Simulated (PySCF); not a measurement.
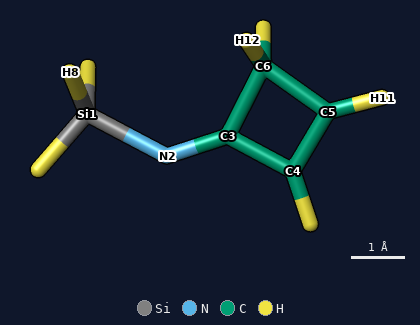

*The starting structure (stick view, seen at a tilt; atoms are numbered from 1 in the order of the input).*

Bond lengths as drawn: C–C 1.35 to 1.54 Å, C–H 1.07 to 1.09 Å, C–N 1.26 Å, H–Si 1.43 to 1.50 Å and N–Si 1.74 Å.

# Geometry relaxation of C4H7NSi

System: C4H7NSi.
Method: PBE0-D3(BJ)/def2-SVP geometry optimisation, gas phase (PySCF 2.14.0).

**Log**
```
step   0  E = -500.19772094  max force = 0.041459
step   1  E = -500.20506689  max force = 0.008372
step   2  E = -500.20544885  max force = 0.004891
step   3  E = -500.20566406  max force = 0.004794
step   4  E = -500.20587392  max force = 0.002973
step   5  E = -500.20621700  max force = 0.003496
step   6  E = -500.20652000  max force = 0.006906
step   7  E = -500.20686166  max force = 0.007924
step   8  E = -500.20741642  max force = 0.005215
step   9  E = -500.20760358  max force = 0.002325
step  10  E = -500.20763204  max force = 0.000798
step  11  E = -500.20763995  max force = 0.000304
optimisation converged
```

**Trajectory as extended XYZ (Å, eV, eV/Å), 8 of the 12 frames kept, from step=0 to step=11**
```
13
Properties=species:S:1:pos:R:3:forces:R:3 step=0 energy=-13611.07327
Si    2.3920    0.4625   -0.2531   -1.4883   0.5036  -0.1310
N     0.9261   -0.3095   -0.7823    0.0585  -0.2021  -0.1758
C    -0.2585   -0.3250   -0.3606    1.8992   0.8525   0.6356
C    -1.4365   -0.9920   -0.7810   -2.1319  -0.7006  -0.2462
C    -2.1852   -0.4615    0.2115    0.3349   0.3357   0.2555
C    -1.0288    0.3207    0.8098   -0.4534  -0.1752  -0.6102
H     2.8065   -0.0515    1.0371    0.3993  -0.3623   0.7883
H     2.2103    1.9429   -0.1323    0.0871   0.1086   0.0263
H     3.3214    0.1700   -1.2964    1.1353  -0.1399  -0.7323
H    -1.6966   -1.6650   -1.5778    0.0855  -0.4066  -0.5492
H    -3.2200   -0.5276    0.5357   -0.2376  -0.1465  -0.1098
H    -1.0961    1.4026    0.7835   -0.0823   0.6525  -0.0743
H    -0.7286    0.0166    1.7954    0.3937  -0.3197   0.9232
13
Properties=species:S:1:pos:R:3:forces:R:3 step=2 energy=-13611.28356
Si    2.1993    0.4658   -0.3286    0.0445   0.0506   0.0249
N     0.7746   -0.3598   -0.8951   -0.0358  -0.2251  -0.1493
C    -0.3995   -0.3486   -0.4460   -0.2515   0.1345   0.1965
C    -1.6758   -1.0149   -0.8076    0.1558  -0.0703  -0.1753
C    -2.3492   -0.4002    0.1883    0.1367  -0.0027  -0.0461
C    -1.1495    0.3640    0.7117    0.0316   0.1061   0.1659
H     2.6724   -0.1269    0.9640   -0.0215  -0.0044  -0.0145
H     1.9686    1.9332   -0.1215   -0.0082   0.0072   0.0216
H     3.2855    0.3047   -1.3370   -0.0272   0.0099   0.0029
H    -1.9433   -1.7269   -1.5902   -0.0389  -0.0177  -0.0068
H    -3.3910   -0.4337    0.5155    0.0196  -0.0010  -0.0031
H    -1.1917    1.4642    0.6387   -0.0041   0.0014  -0.0137
H    -0.8021    0.0892    1.7230   -0.0011   0.0115  -0.0031
13
Properties=species:S:1:pos:R:3:forces:R:3 step=3 energy=-13611.28941
Si    2.1840    0.4533   -0.3210   -0.0707   0.1369   0.0276
N     0.7701   -0.3723   -0.9150    0.0445  -0.2465  -0.1043
C    -0.4001   -0.3512   -0.4548    0.0782   0.1740   0.0881
C    -1.6665   -1.0278   -0.8079   -0.0201   0.1174   0.1263
C    -2.3269   -0.3965    0.1897   -0.0765  -0.0390  -0.0395
C    -1.1342    0.3867    0.7016   -0.0161  -0.1222  -0.1522
H     2.6627   -0.1805    0.9464    0.0117  -0.0298   0.0133
H     1.9181    1.9060   -0.0530    0.0268   0.0038   0.0274
H     3.2606    0.3533   -1.3390    0.0607   0.0050  -0.0490
H    -1.9447   -1.7528   -1.5765    0.0127   0.0363   0.0347
H    -3.3647   -0.4254    0.5262   -0.0458  -0.0176   0.0108
H    -1.1809    1.4840    0.6051   -0.0167   0.0097  -0.0298
H    -0.7792    0.1334    1.7134    0.0114  -0.0280   0.0465
13
Properties=species:S:1:pos:R:3:forces:R:3 step=5 energy=-13611.30446
Si    2.1658    0.4394   -0.3094    0.0039   0.0012  -0.0229
N     0.7813   -0.4354   -0.9305    0.0073   0.0161   0.1688
C    -0.3862   -0.3690   -0.4564    0.0641   0.0536  -0.1046
C    -1.6548   -1.0468   -0.7754   -0.1798  -0.1359  -0.0524
C    -2.3214   -0.3814    0.1920    0.0700   0.0648   0.0389
C    -1.1212    0.4220    0.6614   -0.0121   0.0102   0.0132
H     2.7290   -0.3005    0.8637    0.0172  -0.0072  -0.0248
H     1.8380    1.8364    0.1342   -0.0111  -0.0185   0.0032
H     3.2060    0.5121   -1.3739   -0.0167   0.0112   0.0037
H    -1.9389   -1.8017   -1.5098    0.0221  -0.0162  -0.0349
H    -3.3602   -0.3990    0.5312    0.0283  -0.0039  -0.0066
H    -1.1723    1.5120    0.5005    0.0104   0.0040   0.0284
H    -0.7668    0.2219    1.6874   -0.0035   0.0206  -0.0100
13
Properties=species:S:1:pos:R:3:forces:R:3 step=6 energy=-13611.31271
Si    2.1499    0.4227   -0.2864    0.0623  -0.1119  -0.1126
N     0.7944   -0.4973   -0.9262   -0.0296   0.2051   0.3551
C    -0.3754   -0.3910   -0.4576    0.0389  -0.0589  -0.2203
C    -1.6481   -1.0769   -0.7421   -0.1471  -0.1812  -0.0938
C    -2.3138   -0.3619    0.1887    0.0939   0.0838   0.0535
C    -1.1111    0.4635    0.6111   -0.0173   0.0567   0.0796
H     2.8440   -0.4159    0.7411    0.0082   0.0144  -0.0365
H     1.7626    1.7225    0.3586   -0.0347  -0.0228  -0.0109
H     3.1050    0.7061   -1.3983   -0.0465   0.0098   0.0336
H    -1.9342   -1.8678   -1.4361    0.0177  -0.0347  -0.0461
H    -3.3521   -0.3623    0.5309    0.0444   0.0049  -0.0126
H    -1.1632    1.5414    0.3820    0.0211   0.0021   0.0517
H    -0.7597    0.3268    1.6495   -0.0112   0.0329  -0.0407
13
Properties=species:S:1:pos:R:3:forces:R:3 step=8 energy=-13611.33710
Si    2.1762    0.4061   -0.2574    0.0058  -0.1703  -0.1438
N     0.8228   -0.5777   -0.7937   -0.0530   0.2408   0.1934
C    -0.3690   -0.4284   -0.4012   -0.0724  -0.2239  -0.1435
C    -1.6432   -1.1348   -0.6899    0.2681   0.0451  -0.0401
C    -2.3339   -0.3350    0.1495   -0.0457  -0.0539   0.0205
C    -1.1471    0.5087    0.5624    0.0314   0.1418   0.0857
H     3.1532   -0.4873    0.4366   -0.0276   0.0261  -0.0073
H     1.7968    1.5179    0.6744   -0.0267   0.0224   0.0217
H     2.8474    0.9966   -1.4569   -0.0589  -0.0246   0.0460
H    -1.8942   -1.9769   -1.3368   -0.0363  -0.0099   0.0083
H    -3.3845   -0.3036    0.4472    0.0039   0.0265  -0.0087
H    -1.1770    1.5686    0.2562    0.0095  -0.0070   0.0159
H    -0.8490    0.4559    1.6247    0.0019  -0.0131  -0.0481
13
Properties=species:S:1:pos:R:3:forces:R:3 step=9 energy=-13611.34219
Si    2.1837    0.4021   -0.2554   -0.0340  -0.0401  -0.0320
N     0.8259   -0.5774   -0.7583    0.0467   0.0550   0.0198
C    -0.3690   -0.4325   -0.3858   -0.1023  -0.0866  -0.0142
C    -1.6335   -1.1455   -0.6810    0.1196   0.0735   0.0148
C    -2.3369   -0.3355    0.1404   -0.0242  -0.0519  -0.0060
C    -1.1574    0.5173    0.5594    0.0113   0.0497  -0.0022
H     3.2018   -0.4906    0.3711    0.0001   0.0002   0.0104
H     1.8208    1.4839    0.7212    0.0114   0.0074   0.0083
H     2.7831    1.0345   -1.4662    0.0041   0.0067  -0.0098
H    -1.8771   -1.9962   -1.3202   -0.0220   0.0035   0.0179
H    -3.3914   -0.2990    0.4227   -0.0099   0.0120  -0.0080
H    -1.1825    1.5744    0.2444   -0.0045  -0.0044  -0.0065
H    -0.8691    0.4746    1.6230    0.0038  -0.0251   0.0074
13
Properties=species:S:1:pos:R:3:forces:R:3 step=11 energy=-13611.34318
Si    2.1915    0.4063   -0.2638   -0.0013   0.0106   0.0048
N     0.8238   -0.5613   -0.7486   -0.0033  -0.0050  -0.0107
C    -0.3727   -0.4280   -0.3772    0.0096   0.0018   0.0156
C    -1.6284   -1.1459   -0.6778   -0.0096  -0.0001  -0.0027
C    -2.3428   -0.3419    0.1398   -0.0015  -0.0007   0.0055
C    -1.1688    0.5160    0.5686    0.0007   0.0011  -0.0097
H     3.1998   -0.4906    0.3731    0.0002  -0.0021   0.0013
H     1.8532    1.5078    0.7011    0.0036  -0.0008  -0.0017
H     2.7936    1.0144   -1.4861    0.0018   0.0019  -0.0027
H    -1.8691   -1.9972   -1.3171    0.0008  -0.0016   0.0028
H    -3.4003   -0.3078    0.4111   -0.0013   0.0008  -0.0030
H    -1.1971    1.5743    0.2591    0.0009  -0.0003  -0.0007
H    -0.8843    0.4641    1.6330   -0.0007  -0.0056   0.0010
```

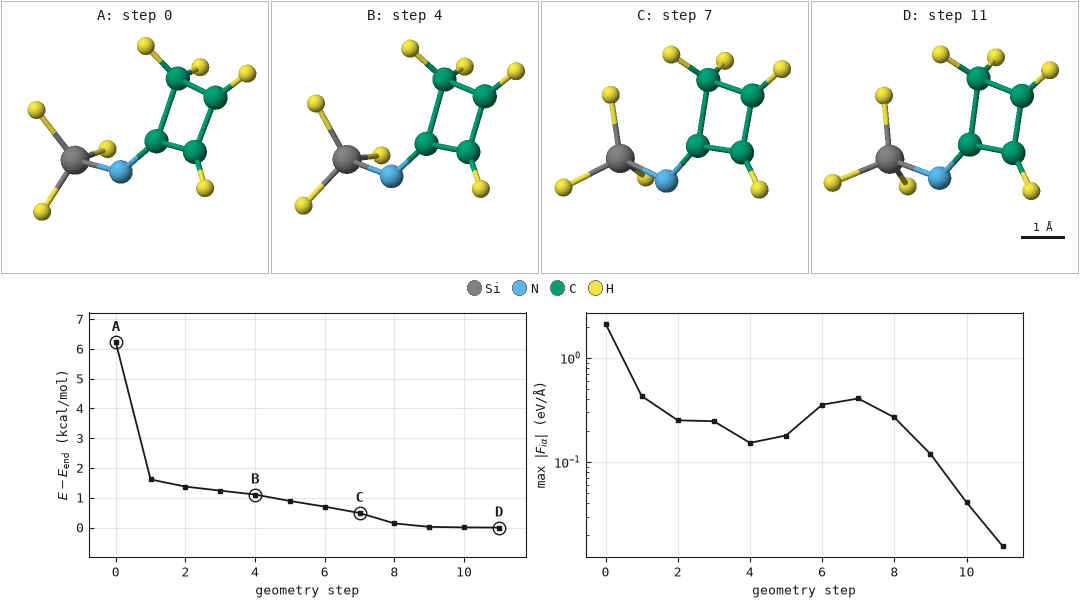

*Frames of the relaxation (ball-and-stick view, seen at a tilt) above the curves, on which the letters mark them (steps are counted from 0).*

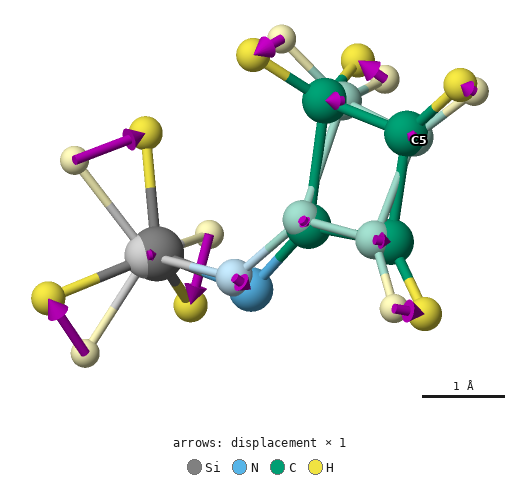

*Start (faint) and end (solid) with the displacements as pink arrows, at true length (ball-and-stick view, seen at a tilt). The two geometries are laid on each other by the best rigid fit.*

The energy falls by 6.22 kcal/mol in 11 geometry steps. The largest force component goes from 2.1 to 0.016 eV/Å. The largest move after the best rigid fit is that of H8, 1.06 Å. Largest moves by element: H 1.06 Å, N 0.29 Å, C 0.26 Å, Si 0.11 Å. Among the contacts that change: Si1–H9 1.428 → 1.492 Å, C3–C4 1.418 → 1.477 Å, Si1–H7 1.449 → 1.492 Å, C6–H13 1.074 → 1.103 Å. Among the angles that change: Si1–N2–C3 134.2° → 127.2°, N2–Si1–H9 103.6° → 108.4°, H7–Si1–H9 113.1° → 108.8°. (Atoms are counted from 1 in the order of the input.)

The run was set up as follows.

**Input**
```
{"job": {"xc": "PBE0", "basis": "def2-SVP", "d3": "d3bj", "grid": 1, "shake": 0.01, "kind": "geom"}, "charge": 0, "multiplicity": 1}
Si     2.391980     0.462510    -0.253100
N      0.926050    -0.309510    -0.782320
C     -0.258500    -0.325010    -0.360590
C     -1.436500    -0.992020    -0.781010
C     -2.185250    -0.461460     0.211540
C     -1.028780     0.320660     0.809840
H      2.806540    -0.051550     1.037120
H      2.210340     1.942880    -0.132290
H      3.321360     0.170010    -1.296410
H     -1.696630    -1.665030    -1.577820
H     -3.220020    -0.527590     0.535750
H     -1.096140     1.402590     0.783520
H     -0.728620     0.016640     1.795450
```

The first line tells a small driver script what to run in PySCF; the rest is the geometry in Å.

Launch command:
```bash
OMP_NUM_THREADS=1 python <driver script> task.json out
```

**Results in brief**

- outcome: converged
- total energy: −500.207640 hartree
- dipole moment: 2.45 D
- point group: Cs
- hardware: 1 CPU thread, shared host
- wall time: 63 s
- peak memory: 0.51 GiB
